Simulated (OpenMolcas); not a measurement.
## Run report: MoO₃, single-point calculation (part 2 of 2)

MoO₃; M06-L/def2-SVPD, RKS (OpenMolcas 26.06). A bond length was changed on purpose from its optimised value. The run did not end well.

Geometry of the input (Å):
```
O  -2.2841  0.0671  1.0312
Mo -1.4542  -0.1196  -0.4316
O  1.5070  -0.6076  0.0888
O  -1.6613  1.2505  -1.4027
```

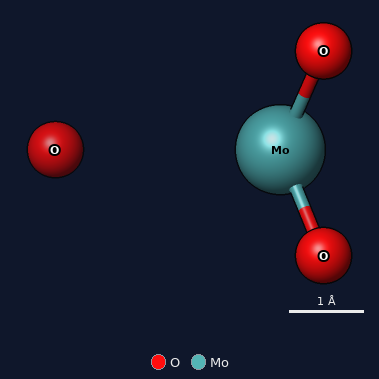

**Figure 1.** The input geometry (ball-and-stick view, seen at an oblique angle). Sticks mark near contacts.

## What the program printed, continued
```
Iter     Tot. M06L       One-elec.       Two-elec.     Energy      Max Dij or  Max Fij      DNorm      TNorm      AccCon     Time
         Energy          Energy          Energy        Change      Delta Norm                                                in Sec.
   1  -284.413374805  -686.000424716   282.795156313   0.00E+00    7.33E-01*   9.06E+00*    9.30E+00   1.47E+02   None         2.
   2  -268.095739894  -706.905553763   320.017920272   1.63E+01*   3.68E-01*   2.23E-01*    2.01E+01   1.59E+02   EDIIS        2.
   3  -291.833847098  -694.064103926   283.438363230  -2.37E+01*   1.24E-01*   2.03E-01*    5.96E+00   1.48E+02   EDIIS        2.
   4  -285.037140596  -708.855704684   305.026670490   6.80E+00*   5.76E-01*   8.72E-02*    5.30E+00   1.56E+02   EDIIS        2.
   5  -290.058846858  -689.897760866   281.047020411  -5.02E+00*   3.84E-01*   7.42E-02*    3.74E+00   1.49E+02   EDIIS        2.
   6  -291.913227937  -695.240767058   284.535645524  -1.85E+00*   3.18E-01*   3.26E-02*    3.12E+00   1.51E+02   EDIIS        2.
   7  -293.042295072  -694.086118986   282.251930317  -1.13E+00*   3.62E-01*   4.29E-02*    1.96E+00   1.48E+02   EDIIS        2.
   8  -292.526505912  -699.034474326   287.716074816   5.16E-01*   2.44E-01*   2.98E-02*    2.45E+00   1.51E+02   EDIIS        2.
   9  -292.913115319  -697.444935701   285.739926785  -3.87E-01*   3.96E-01*   8.42E-03*    1.98E+00   1.51E+02   EDIIS        2.
  10  -293.431891494  -694.381297856   282.157512765  -5.19E-01*   1.47E-01*   2.45E-02*    1.65E+00   1.49E+02   EDIIS        2.
  11  -293.029819217  -696.698653247   284.876940432   4.02E-01*   1.13E-01*   4.85E-03*    1.99E+00   1.50E+02   EDIIS        2.
  12  -293.077136283  -697.055118040   285.186088159  -4.73E-02*   3.87E-01*   3.04E-01*    2.19E+00   1.50E+02   c2DIIS       2.
  13  -293.326819224  -697.001071961   284.882359139  -2.50E-01*   2.89E-01*   5.78E-02*    1.78E+00   1.50E+02   c2DIIS       2.
  14  -293.418862360  -695.399999423   283.189243465  -9.20E-02*   6.63E-01*   4.00E-02*    1.04E+00   1.49E+02   c2DIIS       2.
  15  -293.458572836  -695.581273754   283.330807321  -3.97E-02*   9.39E-01*   8.33E-02*    1.20E+00   1.49E+02   c2DIIS       2.
  16  -293.045911115  -694.744447116   282.906642404   4.13E-01*   1.15E+00*   3.89E-02*    2.20E+00   1.48E+02   c2DIIS       2.
  17  -292.877708474  -693.647107161   281.977505089   1.68E-01*   1.42E+00*   2.15E-02*    2.50E+00   1.48E+02   c2DIIS       2.
  18  -292.809449376  -693.602432899   282.001089926   6.83E-02*   5.28E-01*   3.50E-02*    3.48E+00   1.48E+02   c2DIIS       2.
  19  -292.317390704  -694.485270692   283.375986390   4.92E-01*   7.97E-01*   1.37E-02*    3.61E+00   1.48E+02   c2DIIS       2.
  20  -292.578396456  -694.249676732   282.879386679  -2.61E-01*   3.79E-01*   1.11E-01*    3.01E+00   1.48E+02   c2DIIS       2.
  21  -291.907845268  -694.121905234   283.422166369   6.71E-01*   4.91E-01*   2.80E-01*    3.88E+00   1.48E+02   c2DIIS       2.
  22  -293.095753556  -692.126882298   280.239235144  -1.19E+00*   7.46E-01*   1.30E-01*    2.33E+00   1.48E+02   c2DIIS       2.
  23  -292.675429395  -697.939150338   286.471827345   4.20E-01*   7.38E-01*   1.20E-01*    2.52E+00   1.51E+02   c2DIIS       2.
  24  -289.627830260  -703.896772232   295.477048374   3.05E+00*   5.76E-01*   1.70E-01*    3.77E+00   1.53E+02   c2DIIS       2.
  25  -286.065280768  -708.406317895   303.549143529   3.56E+00*   4.95E-01*   2.19E-01*    4.85E+00   1.56E+02   c2DIIS       2.
  26  -283.912097219  -708.513978591   305.809987775   2.15E+00*   5.12E-01*   8.25E-02*    5.68E+00   1.56E+02   c2DIIS       2.
  27  -285.099964186  -709.829101426   305.937243643  -1.19E+00*   9.60E-01*   2.24E-02*    5.65E+00   1.56E+02   c2DIIS       2.
  28  -285.785636985  -707.482849079   302.905318497  -6.86E-01*   5.66E-01*   5.94E-01*    5.69E+00   1.55E+02   c2DIIS       2.
  29  -291.738773626  -700.035630225   289.504963002  -5.95E+00*   7.20E-01*   4.14E-01*    3.97E+00   1.51E+02   c2DIIS       2.
  30  -292.823908800  -692.647613503   281.031811105  -1.09E+00*   7.43E-01*   1.59E-01*    3.67E+00   1.48E+02   c2DIIS       2.
  31  -292.192201852  -694.228275479   283.244180029   6.32E-01*   3.14E-01*   6.18E-02*    3.78E+00   1.48E+02   c2DIIS       2.
  32  -291.838092192  -693.116925757   282.486939968   3.54E-01*   3.42E-01*   3.83E-02*    2.51E+00   1.47E+02   c2DIIS       2.
  33  -290.844239822  -694.073056078   284.436922659   9.94E-01*   4.83E-01*   2.45E-02*    3.28E+00   1.47E+02   c2DIIS       2.
  34  -291.211033741  -693.824166347   283.821239009  -3.67E-01*   2.68E-01*   4.30E-01*    3.86E+00   1.47E+02   c2DIIS       2.
  35  -292.873685178  -690.484343702   278.818764927  -1.66E+00*   5.15E-01*   1.03E-01*    3.00E+00   1.47E+02   c2DIIS       2.
  36  -293.097694032  -694.724072305   282.834484675  -2.24E-01*   5.85E-01*   9.29E-02*    2.31E+00   1.49E+02   c2DIIS       2.
  37  -292.661653799  -697.288441010   285.834893613   4.36E-01*   7.74E-01*   1.27E-01*    2.25E+00   1.51E+02   c2DIIS       2.
  38  -289.572288752  -702.324350698   293.960168348   3.09E+00*   5.18E-01*   1.40E-01*    3.85E+00   1.53E+02   c2DIIS       2.
  39  -286.189421582  -705.525475391   300.544160211   3.38E+00*   5.66E-01*   6.04E-02*    4.48E+00   1.55E+02   c2DIIS       2.
  40  -285.431424164  -707.513012015   303.289694253   7.58E-01*   8.52E-01*   6.23E-02*    4.86E+00   1.56E+02   c2DIIS       2.
  41  -284.827766037  -708.835247574   305.215587939   6.04E-01*   7.61E-01*   4.77E-02*    5.90E+00   1.56E+02   c2DIIS       2.
  42  -284.687927350  -705.937178034   302.457357087   1.40E-01*   6.67E-01*   4.69E-01*    6.04E+00   1.56E+02   c2DIIS       2.
  43  -290.968832382  -699.903744496   290.143018516  -6.28E+00*   8.33E-01*   7.27E-01*    4.18E+00   1.52E+02   c2DIIS       2.
  44  -291.899941479  -692.160742758   281.468907681  -9.31E-01*   5.87E-01*   5.07E-01*    5.75E+00   1.48E+02   c2DIIS       2.
  45  -290.831898236  -689.358665351   279.734873518   1.07E+00*   7.77E-01*   1.59E-01*    4.46E+00   1.47E+02   c2DIIS       2.
  46  -289.765496682  -685.472603215   276.915212935   1.07E+00*   3.73E-01*   2.14E-01*    6.52E+00   1.46E+02   c2DIIS       2.
  47  -288.142217430  -687.602471378   280.668360351   1.62E+00*   5.64E-01*   7.12E-02*    6.04E+00   1.45E+02   c2DIIS       2.
  48  -288.682201994  -685.638044482   278.163948891  -5.40E-01*   3.57E-01*   5.98E-01*    5.30E+00   1.45E+02   c2DIIS       2.
  49  -291.764653956  -689.005360072   278.448812518  -3.08E+00*   3.19E-01*   1.11E-01*    3.66E+00   1.46E+02   c2DIIS       2.
  50  -293.133464103  -691.205761153   279.280403453  -1.37E+00*   5.59E-01*   7.23E-02*    2.88E+00   1.48E+02   c2DIIS       2.
  51  -293.346401829  -694.622358288   282.484062862  -2.13E-01*   4.32E-01*   7.30E-02*    3.49E+00   1.49E+02   c2DIIS       2.
  52  -293.245569972  -697.019283962   284.981820392   1.01E-01*   3.32E-01*   3.20E-02*    1.93E+00   1.50E+02   c2DIIS       2.
  53  -293.431834734  -694.567946767   282.344218435  -1.86E-01*   3.26E-01*   1.38E-02*    1.19E+00   1.49E+02   c2DIIS       2.
  54  -293.384349804  -694.519376052   282.343132651   4.75E-02*   9.59E-02*   2.05E-02*    1.17E+00   1.49E+02   c2DIIS       2.
  55  -293.513744641  -694.778736084   282.473097845  -1.29E-01*   1.59E-01*   1.34E-02*    4.20E-01   1.49E+02   c2DIIS       2.
  56  -293.526834693  -695.519173985   283.200445695  -1.31E-02*   2.01E-01*   6.24E-03*    3.23E-01   1.49E+02   c2DIIS       2.
  57  -293.522091800  -695.601638720   283.287653323   4.74E-03*   2.06E-01*   4.12E-03*    3.59E-01   1.49E+02   c2DIIS       2.
  58  -293.525374784  -695.578627112   283.261358731  -3.28E-03*   2.80E-01*   6.72E-03*    3.66E-01   1.49E+02   c2DIIS       2.
  59  -293.508961806  -695.680566099   283.379710696   1.64E-02*   2.37E-01*   3.25E-03*    4.78E-01   1.49E+02   c2DIIS       2.
  60  -293.509001461  -695.688871161   283.387976102  -3.97E-05*   7.55E-01*   2.43E-02*    3.95E-01   1.49E+02   c2DIIS       2.
  61  -293.470435719  -694.692201261   282.429871945   3.86E-02*   2.00E-01*   5.14E-03*    1.39E+00   1.49E+02   c2DIIS       2.
  62  -293.497622367  -694.772198139   282.482682175  -2.72E-02*   3.12E-01*   2.23E-03*    4.17E-01   1.49E+02   c2DIIS       2.
  63  -293.507326160  -694.926053721   282.626833964  -9.70E-03*   1.07E-01*   3.03E-03*    5.21E-01   1.49E+02   c2DIIS       2.
  64  -293.522839275  -694.932633504   282.617900631  -1.55E-02*   5.30E-02*   4.28E-03*    2.57E-01   1.49E+02   c2DIIS       2.
  65  -293.532470770  -695.129725361   282.805360993  -9.63E-03*   9.26E-01*   2.63E-02*    1.15E-01   1.49E+02   QNRc2DIIS    2.
  66  -292.637418574  -698.319876063   286.890563892   8.95E-01*   6.56E-01*   4.31E-01*    2.71E+00   1.51E+02   QNRc2DIIS    2.
  67  -293.482591968  -695.607692429   283.333206864  -8.45E-01*   2.91E-01*   9.92E-02*    2.04E+00   1.49E+02   QNRc2DIIS    2.
  68  -293.533498829  -695.165055662   282.839663236  -5.09E-02*   1.86E-01*   1.12E-02*    9.27E-01   1.49E+02   QNRc2DIIS    2.
  69  -293.472234191  -695.602783772   283.338655984   6.13E-02*   2.55E-01*   7.87E-02*    5.97E-01   1.49E+02   QNRc2DIIS    2.
  70  -293.516864405  -694.956692672   282.647934670  -4.46E-02*   2.45E-01*   2.96E-02*    7.97E-01   1.49E+02   QNRc2DIIS    2.
  71  -293.522308924  -695.418791337   283.104588816  -5.44E-03*   1.00E-02*   4.96E-02*    7.44E-01   1.49E+02   QNRc2DIIS    2.
  72  -293.524430659  -695.390496974   283.074172718  -2.12E-03*   1.81E-01*   4.33E-02*    3.07E-02   1.49E+02   QNRc2DIIS    2.
  73  -293.514777735  -695.366961596   283.060290264   9.65E-03*   1.34E-01*   5.37E-02*    5.59E-01   1.49E+02   QNRc2DIIS    2.
  74  -293.523257692  -695.592189695   283.277038405  -8.48E-03*   2.30E+00*   4.97E-02*    4.17E-01   1.49E+02   QNRc2DIIS    2.
  75  -293.364243091  -696.592221520   284.436084832   1.59E-01*   8.03E-01*   6.86E-02*    2.83E+00   1.50E+02   QNRc2DIIS    2.
  76  -293.025933525  -694.044392447   282.226565324   3.38E-01*   6.48E-01*   1.75E-01*    2.93E+00   1.49E+02   QNRc2DIIS    2.
  77  -293.252629192  -695.097396395   283.052873605  -2.27E-01*   7.75E-01*   8.70E-02*    2.48E+00   1.49E+02   QNRc2DIIS    2.
  78  -293.394043529  -694.611609826   282.425672700  -1.41E-01*   3.85E-01*   9.90E-02*    2.35E+00   1.49E+02   QNRc2DIIS    2.
  79  -293.374973468  -694.761041946   282.594174881   1.91E-02*   1.00E-02*   1.82E-01*    1.32E+00   1.49E+02   QNRc2DIIS    2.
  80  -293.381174857  -694.762068800   282.589000345  -6.20E-03*   9.03E-01*   1.78E-01*    5.61E-02   1.49E+02   QNRc2DIIS    2.
  81  -292.905231137  -692.377889426   280.680764692   4.76E-01*   5.50E-01*   3.11E-01*    5.65E+00   1.49E+02   QNRc2DIIS    2.
  82  -293.430241729  -695.389279812   283.167144485  -5.25E-01*   4.23E-01*   8.01E-02*    4.50E+00   1.49E+02   QNRc2DIIS    2.
  83  -293.484765552  -695.631182772   283.354523623  -5.45E-02*   2.38E-01*   4.37E-02*    2.13E+00   1.49E+02   QNRc2DIIS    2.
  84  -293.491997294  -695.766590567   283.482699675  -7.23E-03*   1.76E+00*   3.42E-02*    1.24E+00   1.49E+02   QNRc2DIIS    2.
  85  -293.467655332  -695.499787294   283.240238364   2.43E-02*   9.25E-01*   4.02E-02*    3.75E+00   1.49E+02   QNRc2DIIS    2.
  86  -293.353283344  -696.334329735   284.189152794   1.14E-01*   2.71E-01*   1.26E-01*    2.69E+00   1.50E+02   QNRc2DIIS    2.
  87  -293.263344514  -695.928007907   283.872769795   8.99E-02*   3.65E-01*   9.53E-02*    1.15E+00   1.50E+02   QNRc2DIIS    2.
  88  -293.060106260  -694.802139203   282.950139346   2.03E-01*   7.76E-01*   1.69E-01*    1.68E+00   1.49E+02   QNRc2DIIS    2.
  89  -293.258635690  -692.273634553   280.223105265  -1.99E-01*   8.58E-01*   1.30E-01*    2.70E+00   1.48E+02   QNRc2DIIS    2.
  90  -292.798521130  -694.223002236   282.632587509   4.60E-01*   7.01E-01*   2.28E-01*    3.19E+00   1.48E+02   QNRc2DIIS    2.
  91  -292.781042350  -693.026875924   281.453939977   1.75E-02*   9.76E-01*   2.06E-01*    6.22E+00   1.48E+02   QNRc2DIIS    2.
  92  -292.129448090  -691.191034061   280.269692374   6.52E-01*   1.94E+00*   3.10E-01*    1.76E+01   1.49E+02   QNRc2DIIS    2.
  93  -292.119163533  -689.041007782   278.129950651   1.03E-02*   1.56E+00*   2.12E-01*    9.50E+00   1.47E+02   QNRc2DIIS    2.
  94  -291.340293980  -689.432266982   279.300079405   7.79E-01*   2.70E+00*   3.48E-01*    7.90E+00   1.48E+02   QNRc2DIIS    2.
  95  -290.266172001  -679.555363277   270.497297678   1.07E+00*   2.27E+00*   2.83E-01*    1.46E+01   1.46E+02   QNRc2DIIS    2.
  96  -289.989565806  -686.391472092   277.610012689   2.77E-01*   2.24E+00*   2.94E-01*    1.58E+01   1.48E+02   QNRc2DIIS    2.
  97  -289.592959159  -688.180890860   279.796038103   3.97E-01*   1.00E-02*   2.08E-01*    1.35E+01   1.49E+02   QNRc2DIIS    2.
  98  -289.612100471  -688.193723887   279.789729818  -1.91E-02*   1.00E-02*   2.07E-01*    7.65E-02   1.49E+02   QNRc2DIIS    2.
  99  -289.631428016  -688.211472825   279.788151212  -1.93E-02*   1.00E-02*   2.06E-01*    6.87E-02   1.49E+02   QNRc2DIIS    2.
 100  -289.651590151  -688.231483179   279.787999431  -2.02E-02*   1.00E-02*   2.04E-01*    7.27E-02   1.49E+02   QNRc2DIIS    2.
 101  -289.672058194  -688.239874254   279.775922462  -2.05E-02*   1.00E-02*   2.03E-01*    7.30E-02   1.49E+02   QNRc2DIIS    2.
 102  -289.693401502  -688.247093035   279.761797935  -2.13E-02*   1.00E-02*   2.01E-01*    7.72E-02   1.49E+02   QNRc2DIIS    2.
 103  -289.715737371  -688.252498282   279.744867314  -2.23E-02*   1.00E-02*   2.00E-01*    8.21E-02   1.49E+02   QNRc2DIIS    2.
 104  -289.739670330  -688.262914834   279.731350906  -2.39E-02*   1.00E-02*   1.98E-01*    8.88E-02   1.49E+02   QNRc2DIIS    2.
 105  -289.764385003  -688.279643200   279.723364599  -2.47E-02*   1.00E-02*   1.97E-01*    9.59E-02   1.49E+02   QNRc2DIIS    2.
 106  -289.789884888  -688.299039513   279.717261027  -2.55E-02*   1.00E-02*   1.95E-01*    1.01E-01   1.49E+02   QNRc2DIIS    2.
 107  -289.816227553  -688.321260452   279.713139302  -2.63E-02*   1.00E-02*   1.93E-01*    1.04E-01   1.49E+02   QNRc2DIIS    2.
 108  -289.837445086  -688.344206846   279.714868163  -2.12E-02*   1.00E-02*   1.92E-01*    1.17E-01   1.49E+02   QNRc2DIIS    2.
 109  -289.858598369  -688.367382477   279.716890511  -2.12E-02*   1.00E-02*   1.91E-01*    1.17E-01   1.49E+02   QNRc2DIIS    2.
 110  -289.883241635  -688.393564689   279.718429456  -2.46E-02*   1.00E-02*   1.89E-01*    1.19E-01   1.49E+02   QNRc2DIIS    2.
 111  -289.909802626  -688.421501418   279.719805194  -2.66E-02*   1.00E-02*   1.89E-01*    1.21E-01   1.49E+02   QNRc2DIIS    2.
 112  -289.937594150  -688.450784557   279.721296809  -2.78E-02*   1.00E-02*   1.88E-01*    1.23E-01   1.49E+02   QNRc2DIIS    2.
 113  -289.966217145  -688.481276390   279.723165647  -2.86E-02*   1.00E-02*   1.87E-01*    1.25E-01   1.49E+02   QNRc2DIIS    2.
 114  -289.995428045  -688.512907834   279.725586191  -2.92E-02*   1.00E-02*   1.87E-01*    1.28E-01   1.49E+02   QNRc2DIIS    2.
 115  -290.025062045  -688.545636420   279.728680777  -2.96E-02*   1.00E-02*   1.86E-01*    1.30E-01   1.49E+02   QNRc2DIIS    2.
 116  -290.054998997  -688.579436282   279.732543687  -2.99E-02*   1.00E-02*   1.85E-01*    1.32E-01   1.49E+02   QNRc2DIIS    2.
 117  -290.085146577  -688.614283410   279.737243235  -3.01E-02*   1.00E-02*   1.85E-01*    1.34E-01   1.49E+02   QNRc2DIIS    2.
 118  -290.115431098  -688.650157329   279.742832634  -3.03E-02*   1.00E-02*   1.84E-01*    1.36E-01   1.49E+02   QNRc2DIIS    2.
 119  -290.145792168  -688.687039907   279.749354142  -3.04E-02*   1.00E-02*   1.83E-01*    1.38E-01   1.49E+02   QNRc2DIIS    2.
 120  -290.176009836  -688.722183317   279.754279883  -3.02E-02*   1.00E-02*   1.82E-01*    1.40E-01   1.49E+02   QNRc2DIIS    2.
 121  -290.206271315  -688.759015797   279.760850885  -3.03E-02*   1.00E-02*   1.81E-01*    1.41E-01   1.49E+02   QNRc2DIIS    2.
 122  -290.236527174  -688.797530073   279.769109302  -3.03E-02*   1.00E-02*   1.81E-01*    1.43E-01   1.49E+02   QNRc2DIIS    2.
 123  -290.266729957  -688.837720270   279.779096716  -3.02E-02*   1.00E-02*   1.80E-01*    1.45E-01   1.49E+02   QNRc2DIIS    2.
 124  -290.288126481  -688.867557733   279.787537654  -2.14E-02*   1.00E-02*   1.79E-01*    1.09E-01   1.49E+02   QNRc2DIIS    2.
 125  -290.309380284  -688.898152102   279.796878221  -2.13E-02*   1.00E-02*   1.79E-01*    1.09E-01   1.49E+02   QNRc2DIIS    2.
 126  -290.325830174  -688.923416241   279.805692470  -1.64E-02*   1.00E-02*   1.78E-01*    7.89E-02   1.49E+02   QNRc2DIIS    2.
 127  -290.342696246  -688.949787993   279.815198149  -1.69E-02*   1.00E-02*   1.78E-01*    8.22E-02   1.49E+02   QNRc2DIIS    2.
 128  -290.360032881  -688.977274975   279.825348497  -1.73E-02*   1.00E-02*   1.78E-01*    8.51E-02   1.49E+02   QNRc2DIIS    2.
 129  -290.380008846  -689.008962443   279.837059999  -2.00E-02*   1.00E-02*   1.77E-01*    8.70E-02   1.49E+02   QNRc2DIIS    2.
 130  -290.401867018  -689.044080303   279.850319687  -2.19E-02*   1.00E-02*   1.76E-01*    9.22E-02   1.49E+02   QNRc2DIIS    2.
 131  -290.415546732  -689.078576779   279.871136450  -1.37E-02*   1.00E-02*   1.76E-01*    7.33E-02   1.49E+02   QNRc2DIIS    2.
 132  -290.429101647  -689.113676559   279.892681314  -1.36E-02*   1.00E-02*   1.76E-01*    6.85E-02   1.49E+02   QNRc2DIIS    2.
 133  -290.442568583  -689.148959452   279.914497271  -1.35E-02*   1.00E-02*   1.75E-01*    6.82E-02   1.49E+02   QNRc2DIIS    2.
 134  -290.456621532  -689.187190313   279.938675183  -1.41E-02*   1.00E-02*   1.75E-01*    6.81E-02   1.49E+02   QNRc2DIIS    2.
 135  -290.470921485  -689.227399425   279.964584343  -1.43E-02*   1.00E-02*   1.75E-01*    6.80E-02   1.49E+02   QNRc2DIIS    2.
 136  -290.486168427  -689.269316463   279.991254439  -1.52E-02*   1.00E-02*   1.74E-01*    7.04E-02   1.49E+02   QNRc2DIIS    2.
 137  -290.501669116  -689.306834528   280.013271815  -1.55E-02*   1.00E-02*   1.74E-01*    6.29E-02   1.49E+02   QNRc2DIIS    2.
 138  -290.517666449  -689.344519375   280.034959328  -1.60E-02*   1.00E-02*   1.73E-01*    6.42E-02   1.49E+02   QNRc2DIIS    2.
 139  -290.531801737  -689.371839563   280.048144228  -1.41E-02*   1.00E-02*   1.73E-01*    5.51E-02   1.49E+02   QNRc2DIIS    2.
 140  -290.545819544  -689.398638994   280.060925852  -1.40E-02*   1.00E-02*   1.73E-01*    5.52E-02   1.49E+02   QNRc2DIIS    2.
 141  -290.559718794  -689.424954140   280.073341748  -1.39E-02*   1.00E-02*   1.72E-01*    5.53E-02   1.49E+02   QNRc2DIIS    2.
 142  -290.574723779  -689.454369425   280.087752049  -1.50E-02*   1.00E-02*   1.72E-01*    5.78E-02   1.49E+02   QNRc2DIIS    2.
 143  -290.590815639  -689.487130266   280.104421029  -1.61E-02*   1.00E-02*   1.71E-01*    6.10E-02   1.49E+02   QNRc2DIIS    2.
 144  -290.607722096  -689.523435342   280.123819649  -1.69E-02*   1.00E-02*   1.71E-01*    6.37E-02   1.49E+02   QNRc2DIIS    2.
 145  -290.625325465  -689.562131878   280.144912815  -1.76E-02*   1.00E-02*   1.70E-01*    6.72E-02   1.49E+02   QNRc2DIIS    2.
 146  -290.643496347  -689.602838911   280.167448967  -1.82E-02*   1.00E-02*   1.70E-01*    7.08E-02   1.49E+02   QNRc2DIIS    2.
 147  -290.659160416  -689.645414539   280.194360526  -1.57E-02*   1.00E-02*   1.69E-01*    6.26E-02   1.49E+02   QNRc2DIIS    2.
 148  -290.674888546  -689.688813415   280.222031271  -1.57E-02*   1.00E-02*   1.69E-01*    6.39E-02   1.49E+02   QNRc2DIIS    2.
 149  -290.690664018  -689.732934039   280.250376424  -1.58E-02*   1.00E-02*   1.68E-01*    6.52E-02   1.49E+02   QNRc2DIIS    2.
```

## What the run reported

- outcome: stopped at the time limit
- basis functions: 103
- wall time: 5.2 min
- peak memory: 0.58 GiB

## What went wrong

The run was cut off by its time limit, so the output is incomplete.
